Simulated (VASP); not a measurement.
Band structure of Lu (hcp). These are TPSS meta-GGA, VASP's PBE PAW potentials (set 64) (plane waves; VASP 6.6.1) values and carry that method's errors.

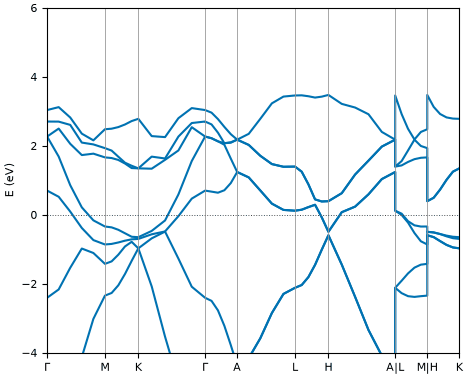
Figure. Bands along high-symmetry lines, zero at the valence-band maximum or, without a gap, the Fermi level

**Question.** Read the plot: is there a gap, and where are the band edges?

**Answer.** It has no gap at this level: it comes out as a metal or semimetal.

The compound is Lu in the hcp structure. It was relaxed first.
